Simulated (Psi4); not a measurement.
# UBHLYP/def2-TZVP run of SiH2OF (SMILES O[SiH]F)

What is the vertical ionisation energy of SiH2OF at UBHLYP/def2-TZVP? 

Program for the calculation: Psi4 1.11.

1 further run of the same task is left out (it didn't finish).

**1. The system as given**

SiH2OF has 5 atoms, charge 0, and is taken as a doublet. As SMILES, `O[SiH]F`. The shape is that of a PBE0-D4/def2-TZVP optimisation. This is one conformer, not always the lowest.

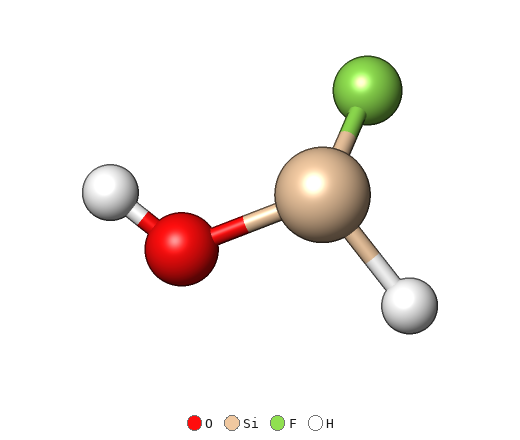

The structure, seen from a chosen angle (oxygen red, silicon light orange, fluorine green, hydrogen white).

**2. Energy and gradient at UBHLYP/def2-TZVP**

Contents of calc.in:

```
memory 1600 MB

molecule system {
  0 2
  O     -0.615200    -0.884600    -0.276300
  Si     0.283900     0.245700     0.493100
  F      0.207000     1.646500    -0.283100
  H     -1.564500    -0.765100    -0.338000
  H      1.688800    -0.242600     0.404400
  symmetry c1
  no_reorient
  no_com
}

set globals {
  basis def2-TZVP
  reference uks
  puream true
  e_convergence 1e-09
  d_convergence 1e-08
  scf_type pk
  dft_radial_points 99
  dft_spherical_points 590
  maxiter 200
}

e_tot, wfn = gradient("bhhlyp", return_wfn=True)
oeprop(wfn, "QUADRUPOLE", "LOWDIN_CHARGES", "MULLIKEN_CHARGES", title="BHHLYP")
print_variables()
```

Command:

```
psi4 -i calc.in -o calc.out -n 1
```

calc.out:

```text
[...]
  Running in c1 symmetry.
[...]
  Nuclear repulsion =  110.136766909271230
[...]
  Multiplicity = 2
[...]
  Nalpha       = 17
  Nbeta        = 16
[...]
    Number of basis functions: 111
[...]
   @UKS iter   1:  -465.67305315015057   -5.15693e-01   6.39104e-03 ADIIS/DIIS
[...]
   @UKS iter  12:  -465.83876324182057   -7.90124e-12   5.35793e-09 DIIS
[...]
   @S^2 Observed:                7.529617797E-01
[...]
    Orbital Energies [Eh]
    ---------------------
    Alpha Occupied:
       1A    -67.195507     2A    -25.299699     3A    -19.705553
       4A     -5.654898     5A     -3.922009     6A     -3.918177
       7A     -3.916250     8A     -1.351487     9A     -1.166935
      10A     -0.674053    11A     -0.604825    12A     -0.547210
      13A     -0.542293    14A     -0.493702    15A     -0.463822
      16A     -0.441803    17A     -0.273721
    Alpha Virtual:
      18A      0.038786    19A      0.058915    20A      0.108793
      21A      0.128432    22A      0.183867    23A      0.229351
      24A      0.251933    25A      0.270080    26A      0.298028
[...]
  @UKS Final Energy:  -465.83876324182057
   => Energetics <=
    Nuclear Repulsion Energy =            110.1367669092712305
    One-Electron Energy =                -864.9234141059980630
    Two-Electron Energy =                 309.9844104178828275
    DFT Exchange-Correlation Energy =     -21.0365264629765925
    Empirical Dispersion Energy =           0.0000000000000000
    VV10 Nonlocal Energy =                  0.0000000000000000
    Total Energy =                       -465.8387632418205726
[...]
  -Total Gradient:
     Atom            X                  Y                   Z
    ------   -----------------  -----------------  -----------------
       1        0.005622995790    -0.007522310944    -0.003230483353
       2       -0.001881667125     0.000154561237     0.007659259561
       3        0.000069234452     0.007751690082    -0.003818885228
       4       -0.008414948409     0.001737514588     0.000057810320
       5        0.004582431059    -0.002075559191    -0.000646307387
[...]
 Multipole Moments:
 ------------------------------------------------------------------------------------
     Multipole            Electronic (a.u.)      Nuclear  (a.u.)        Total (a.u.)
 ------------------------------------------------------------------------------------
 L = 1.  Multiply by 2.5417464519 to convert [e a0] to [Debye]
 Dipole X            :         -2.4428788            1.9658821           -0.4769967
 Dipole Y            :        -19.4429305           19.2256957           -0.2172348
 Dipole Z            :         -3.8770555            4.1791293            0.3020739
 Magnitude           :                                                    0.6049508
 L = 2.  Multiply by 1.3450342976 to convert [e a0^2] to [Debye ang]
 Quadrupole XX       :        -49.8027936           35.1446486          -14.6581449
 Quadrupole XY       :        -32.3950089           32.7999882            0.4049792
[...]
  Mulliken Charges: (a.u.)
   Center  Symbol    Alpha    Beta     Spin     Total
       1     O     4.29886  4.23897  0.05989 -0.53783
       2    SI     7.10568  6.30795  0.79773  0.58637
       3     F     4.68703  4.65636  0.03067 -0.34340
       4     H     0.33024  0.33398 -0.00374  0.33578
       5     H     0.57819  0.46273  0.11546 -0.04092
   Total alpha = 17.00000, Total beta = 16.00000, Total charge = -0.00000
  Lowdin Charges: (a.u.)
   Center  Symbol    Alpha    Beta     Spin     Total
       1     O     4.10603  4.02912  0.07692 -0.13515
[...]
```

Run time: 31 s. Hardware: 1 thread of Intel Xeon Platinum 8488C (Sapphire Rapids), shared host; peak memory 0.61 GiB.

**3. The singlet cation: a single-point energy at BHLYP/def2-TZVP**

Contents of fh2osi_ase.py:

```python
import numpy as np
from ase.calculators.psi4 import Psi4
from ase import Atoms

a = Atoms(['O', 'Si', 'F', 'H', 'H'], positions=[
    [-0.615200, -0.884600, -0.276300],
    [0.283900, 0.245700, 0.493100],
    [0.207000, 1.646500, -0.283100],
    [-1.564500, -0.765100, -0.338000],
    [1.688800, -0.242600, 0.404400],
])
calc = Psi4(atoms=a, method='bhhlyp', basis='def2-TZVP', memory='1600MB', num_threads=1, charge=1, multiplicity=1, label='calc')
calc.psi4.set_options({'puream': True, 'e_convergence': 1e-09, 'd_convergence': 1e-08, 'scf_type': 'pk', 'dft_radial_points': 99, 'dft_spherical_points': 590})
a.calc = calc

print(f'energy: {a.get_potential_energy():.6f} eV')
```

Command:

```
python fh2osi_ase.py
```

calc.dat:

```text
[...]
  Running in c1 symmetry.
[...]
  Nuclear repulsion =  110.136766909271230
[...]
  Multiplicity = 1
[...]
  Nalpha       = 16
  Nbeta        = 16
[...]
    Number of basis functions: 111
[...]
   @RKS iter   1:  -465.33755806607741   -1.80198e-01   6.17856e-03 ADIIS/DIIS
[...]
   @RKS iter  12:  -465.50806904385172   -4.32010e-12   2.50976e-09 DIIS
[...]
    Orbital Energies [Eh]
    ---------------------
    Doubly Occupied:
       1A    -67.535109     2A    -25.567643     3A    -19.978821
       4A     -5.987795     5A     -4.255145     6A     -4.250324
       7A     -4.248724     8A     -1.606373     9A     -1.422878
      10A     -0.932500    11A     -0.856625    12A     -0.800714
      13A     -0.788798    14A     -0.740351    15A     -0.718280
      16A     -0.693371
[...]
  @RKS Final Energy:  -465.50806904385172
   => Energetics <=
    Nuclear Repulsion Energy =            110.1367669092712305
    One-Electron Energy =                -855.5588510574323209
    Two-Electron Energy =                 300.7678097421253938
    DFT Exchange-Correlation Energy =     -20.8537946378160868
    Empirical Dispersion Energy =           0.0000000000000000
    VV10 Nonlocal Energy =                  0.0000000000000000
    Total Energy =                       -465.5080690438517195
[...]
 Multipole Moments:
 ------------------------------------------------------------------------------------
     Multipole            Electronic (a.u.)      Nuclear  (a.u.)        Total (a.u.)
 ------------------------------------------------------------------------------------
 L = 1.  Multiply by 2.5417464519 to convert [e a0] to [Debye]
 Dipole X            :         -0.0805658           -0.1073695           -0.1879353
 Dipole Y            :          2.3103780           -2.8357947           -0.5254167
 Dipole Z            :          1.1298583            0.2788047            1.4086631
 Magnitude           :                                                    1.5151614
[...]
```

On the terminal:

```text
energy: -12667.119764 eV
```

Wall time 15 s (1 thread of Intel Xeon Platinum 8488C (Sapphire Rapids), shared host); peak memory 0.63 GiB.

**4. Outcome**

At UBHLYP/def2-TZVP:

| quantity | value |
| --- | --- |
| doublet SiH2OF: total energy | -465.83876 Eh |
| doublet SiH2OF: dipole moment | 1.54 D |
| doublet SiH2OF: HOMO energy (highest over α and β) | -7.45 eV |
| doublet SiH2OF: LUMO energy (lowest over α and β) | -1.53 eV |
| doublet SiH2OF: ⟨S²⟩ | 0.753 |
| doublet SiH2OF: largest force on an atom | 0.511 eV/Å |
| singlet cation: total energy | -465.50807 Eh |
| singlet cation: HOMO energy | -18.87 eV |
| singlet cation: LUMO energy | -10.43 eV |
| singlet cation: HOMO–LUMO gap | 8.44 eV |
| vertical ionisation energy (to the singlet cation) | 8.999 eV |

**Reading.** Removing an electron at fixed nuclei costs 9.00 eV (868 kJ/mol). The largest force (doublet SiH2OF) is 0.51 eV/Å: the shape isn't a stationary point for this species at this level. Only the singlet of the ionised species was computed; a triplet could lie lower.
